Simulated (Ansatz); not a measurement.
**Run report: GaPNH₆Cl, geometry relaxation (part 2 of 2)**

The same run, continued: GaPNH₆Cl; RHF/def2-SVP (Ansatz 0.2.0). It belongs to a series of runs on one base structure; here: end point A relaxed.

Geometry of the input (Å):
```
Ga 0.0759  -0.1206  -0.1404
Cl 0.1181  -0.8589  1.9517
N  1.6572  -0.2219  -0.9941
H  2.5044  -0.5260  -0.5545
H  1.8118  0.0732  -1.9396
H  -1.2747  0.3634  -0.7212
P  -0.0939  3.0330  1.3617
H  0.9361  3.4309  2.2413
H  0.7778  2.7490  0.2851
H  -0.1509  1.7033  1.8452
```

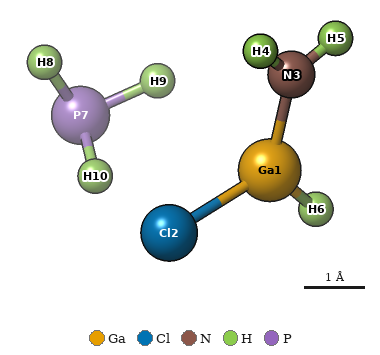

*The geometry at step 17 of the log (ball-and-stick view, seen at a tilt; atoms are numbered from 1 in the order of the input).*

Trajectory as extended XYZ (Å, eV, eV/Å), 10 of the 30 frames kept, from step=1 to step=30:
```
10
Properties=species:S:1:pos:R:3:forces:R:3 step=1 energy=-75673.39343
Ga    0.0759   -0.1206   -0.1404    0.0384  -0.4527   0.4915
Cl    0.1181   -0.8589    1.9517    0.0224  -0.1303  -0.5508
N     1.6572   -0.2219   -0.9941    0.0442   0.0385  -0.0697
H     2.5044   -0.5260   -0.5545   -0.0228  -0.0094  -0.0339
H     1.8118    0.0732   -1.9396    0.0023  -0.0308   0.0864
H    -1.2747    0.3634   -0.7212   -0.0238   0.0217  -0.0232
P    -0.0939    3.0330    1.3617   -0.0247   0.1860   0.1616
H     0.9361    3.4309    2.2413    0.0037   0.0165  -0.0024
H     0.7778    2.7490    0.2851    0.0062  -0.0044  -0.0409
H    -0.1509    1.7033    1.8452   -0.0460   0.3650  -0.0185
10
Properties=species:S:1:pos:R:3:forces:R:3 step=4 energy=-75673.57076
Ga    0.1071   -0.3583   -0.2156   -0.1876  -0.2522   0.0828
Cl    0.1469   -1.2528    1.7584   -0.0035   0.0152   0.0974
N     1.6830   -0.3788   -1.0666    0.2835   0.0608  -0.1481
H     2.5307   -0.7341   -0.6685   -0.0303   0.0105   0.0014
H     1.8321   -0.0207   -1.9887    0.0202   0.0083  -0.0206
H    -1.2423    0.1252   -0.7941   -0.0741   0.1200  -0.0286
P    -0.0933    3.4100    1.5161   -0.1064   0.0702   0.0607
H     0.9870    3.7080    2.3739    0.0182  -0.0370   0.0076
H     0.7103    3.0296    0.4204    0.0487  -0.0305  -0.0563
H    -0.2996    2.0975    2.0000    0.0314   0.0348   0.0038
10
Properties=species:S:1:pos:R:3:forces:R:3 step=7 energy=-75673.58563
Ga    0.0906   -0.5002   -0.2554   -0.0306   0.0034   0.0242
Cl    0.1261   -1.3834    1.7270   -0.0014   0.0055  -0.0175
N     1.6948   -0.3781   -1.0654    0.0295   0.0070  -0.0219
H     2.5482   -0.7112   -0.6610   -0.0071   0.0208  -0.0137
H     1.8459    0.0327   -1.9660    0.0034  -0.0326   0.0239
H    -1.2620   -0.0216   -0.8512    0.0095  -0.0030   0.0025
P    -0.0431    3.5546    1.5717    0.0072  -0.0115   0.0031
H     1.1191    3.6749    2.3649    0.0014  -0.0055  -0.0040
H     0.6353    3.0868    0.4216   -0.0096   0.0091   0.0068
H    -0.3931    2.2710    2.0492   -0.0022   0.0068  -0.0034
10
Properties=species:S:1:pos:R:3:forces:R:3 step=11 energy=-75673.59135
Ga    0.1123   -0.4922   -0.2688    0.0030  -0.0059   0.0007
Cl    0.1277   -1.2971    1.7462   -0.0001   0.0111  -0.0025
N     1.7219   -0.4203   -1.0760    0.0022  -0.0023   0.0005
H     2.5738   -0.7295   -0.6507   -0.0019   0.0014   0.0022
H     1.8765   -0.0739   -2.0020    0.0004  -0.0024  -0.0011
H    -1.2326   -0.0328   -0.8945   -0.0001   0.0034  -0.0015
P    -0.0378    3.6015    1.6976   -0.0090  -0.0213   0.0051
H     1.2244    3.5218    2.3255    0.0075  -0.0048  -0.0020
H     0.4357    3.2554    0.4106   -0.0050   0.0070  -0.0010
H    -0.4401    2.2924    2.0475    0.0030   0.0139  -0.0004
10
Properties=species:S:1:pos:R:3:forces:R:3 step=14 energy=-75673.59304 accepted=F
Ga    0.1300   -0.4372   -0.2757    0.0058  -0.0780  -0.0152
Cl    0.1195   -1.1621    1.7723    0.0044   0.0329  -0.0262
N     1.7430   -0.4485   -1.0813   -0.0171   0.0165   0.0291
H     2.5868   -0.7425   -0.6297    0.0004  -0.0019  -0.0071
H     1.9108   -0.1543   -2.0230   -0.0022   0.0020   0.0071
H    -1.2076   -0.0001   -0.9332    0.0125   0.0258   0.0090
P    -0.0373    3.5778    1.7820    0.1552  -0.1026  -0.1198
H     1.2915    3.4053    2.2480   -0.1225   0.0311  -0.0848
H     0.2626    3.3354    0.4115   -0.0220   0.0434   0.2076
H    -0.4374    2.2519    2.0644   -0.0144   0.0307   0.0001
10
Properties=species:S:1:pos:R:3:forces:R:3 step=17 energy=-75673.59652
Ga    0.1314   -0.4490   -0.2944    0.0126   0.0138   0.0001
Cl    0.1091   -1.1233    1.7691   -0.0010  -0.0035  -0.0104
N     1.7524   -0.4599   -1.0828   -0.0121  -0.0079   0.0084
H     2.5903   -0.7605   -0.6248    0.0035   0.0028  -0.0042
H     1.9286   -0.1738   -2.0255   -0.0030  -0.0054   0.0075
H    -1.1971    0.0002   -0.9613    0.0032  -0.0038  -0.0037
P    -0.0337    3.5800    1.8169    0.0814  -0.0194  -0.0504
H     1.3156    3.3965    2.2032   -0.0648   0.0092  -0.0246
H     0.1959    3.3608    0.4351   -0.0198   0.0136   0.0757
H    -0.4307    2.2546    2.0997    0.0000   0.0007   0.0016
10
Properties=species:S:1:pos:R:3:forces:R:3 step=20 energy=-75673.59921
Ga    0.1412   -0.4451   -0.3170    0.0064  -0.0013   0.0000
Cl    0.0834   -1.1068    1.7498   -0.0012   0.0001  -0.0005
N     1.7715   -0.4895   -1.0840   -0.0067  -0.0012   0.0044
H     2.5996   -0.7955   -0.6117   -0.0004   0.0011  -0.0032
H     1.9636   -0.2173   -2.0277   -0.0015  -0.0017   0.0045
H    -1.1737    0.0137   -1.0038    0.0051   0.0029  -0.0056
P    -0.0214    3.5961    1.8795    0.0293  -0.0074  -0.0203
H     1.3571    3.3818    2.1088   -0.0274   0.0029  -0.0094
H     0.0503    3.4193    0.4767   -0.0085   0.0021   0.0322
H    -0.4099    2.2688    2.1646    0.0049   0.0025  -0.0021
10
Properties=species:S:1:pos:R:3:forces:R:3 step=24 energy=-75673.60064
Ga    0.1467   -0.4338   -0.3263   -0.0074  -0.0118  -0.0066
Cl    0.0557   -1.0970    1.7386   -0.0029   0.0035   0.0027
N     1.7829   -0.5048   -1.0774    0.0088   0.0033  -0.0024
H     2.6041   -0.8199   -0.5993   -0.0043  -0.0014   0.0033
H     1.9852   -0.2368   -2.0201    0.0016   0.0015  -0.0017
H    -1.1519    0.0413   -1.0332    0.0054   0.0051   0.0047
P    -0.0140    3.5933    1.9145    0.0687  -0.0167  -0.0531
H     1.3813    3.3820    2.0266   -0.0672   0.0091  -0.0065
H    -0.0551    3.4421    0.5062   -0.0078   0.0039   0.0627
H    -0.3732    2.2591    2.2056    0.0051   0.0034  -0.0031
10
Properties=species:S:1:pos:R:3:forces:R:3 step=27 energy=-75673.60236
Ga    0.1505   -0.4204   -0.3390   -0.0045  -0.0078   0.0017
Cl    0.0149   -1.0935    1.7207   -0.0045   0.0038  -0.0033
N     1.7962   -0.5194   -1.0656    0.0081   0.0067  -0.0146
H     2.6055   -0.8525   -0.5795   -0.0070  -0.0030   0.0073
H     2.0151   -0.2497   -2.0042    0.0054   0.0002   0.0014
H    -1.1254    0.0869   -1.0647    0.0035   0.0009   0.0084
P    -0.0013    3.5845    1.9461    0.0511   0.0040  -0.0447
H     1.4014    3.3969    1.9151   -0.0668  -0.0013  -0.0034
H    -0.1838    3.4500    0.5475    0.0026  -0.0101   0.0651
H    -0.3113    2.2427    2.2589    0.0123   0.0066  -0.0179
10
Properties=species:S:1:pos:R:3:forces:R:3 step=30 energy=-75673.60416
Ga    0.1540   -0.4015   -0.3480   -0.0051   0.0045  -0.0114
Cl   -0.0254   -1.0887    1.7037    0.0013  -0.0022  -0.0013
N     1.8081   -0.5249   -1.0520    0.0015  -0.0024   0.0097
H     2.5996   -0.8820   -0.5538    0.0055  -0.0010  -0.0007
H     2.0510   -0.2508   -1.9833   -0.0019   0.0000   0.0019
H    -1.1019    0.1375   -1.0848   -0.0010   0.0012   0.0031
P     0.0193    3.5724    1.9681    0.0013  -0.0034  -0.0010
H     1.4097    3.3942    1.7907   -0.0005   0.0007  -0.0042
H    -0.3060    3.4437    0.5978   -0.0024   0.0011   0.0023
H    -0.2466    2.2255    2.2970    0.0012   0.0016   0.0015
```

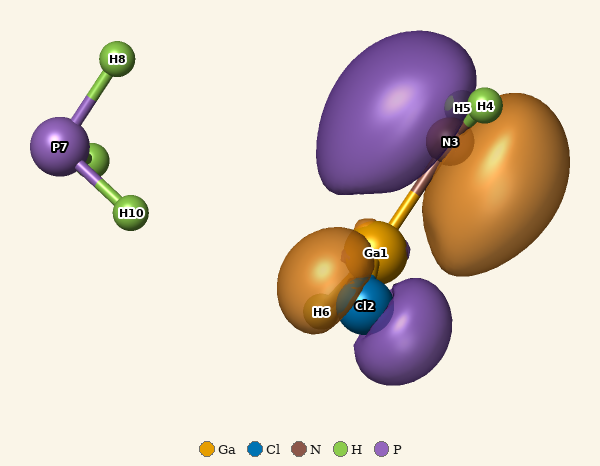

*One frontier orbital at ±0.1 Å⁻³ᐟ² (orange and purple are the two phases), seen at a tilt.*

The HOMO−1, at −11.12 eV.

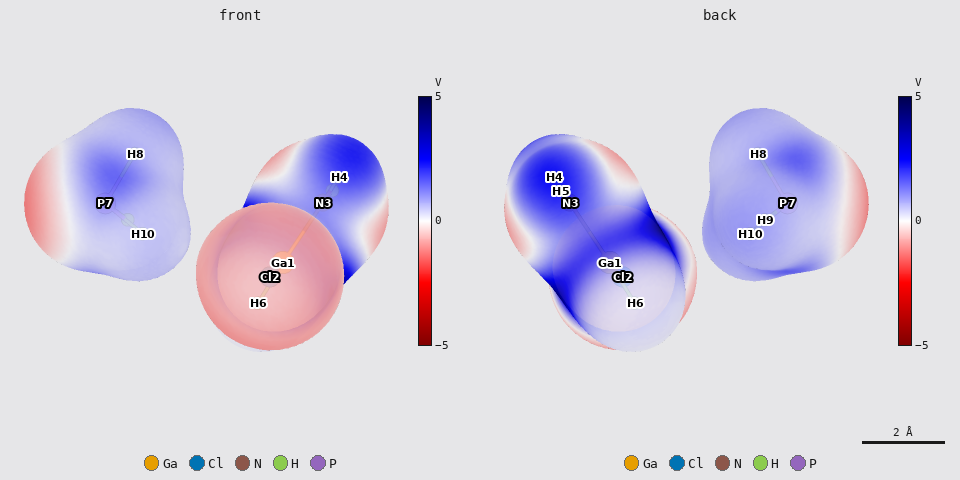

*The molecular electrostatic potential painted on the density surface at 0.004 e/bohr³, seen at a tilt and from behind; the colour scale runs from red (negative) to blue (positive).*

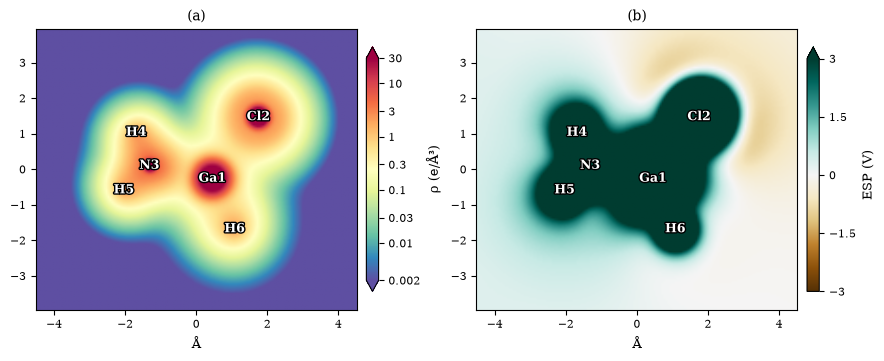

*(a) total electron density; (b) electrostatic potential on the plane of atoms H4, N3 and H5.*

The section cuts through Ga, Cl, N and H sites. Ga–N (1.80 Å): ρ is about 0.93 e/Å³ halfway. Ga–H (1.55 Å): ρ is about 0.99 e/Å³ halfway, with its minimum of 0.79 e/Å³ about 0.9 Å from Ga.

Results in brief:

```csv
quantity,value
outcome,converged
total energy,−75673.6042 eV
mean-field energy,−75673.6042 eV
largest force (length of the vector) at the end,0.013 eV/Å
hardware,"2 threads of Intel Xeon @ 2.50GHz (Skylake/Cascade Lake), 32 GiB of memory available, shared host"
wall time,68 s (CPU time 2.1 min)
peak memory,0.27 GiB
```
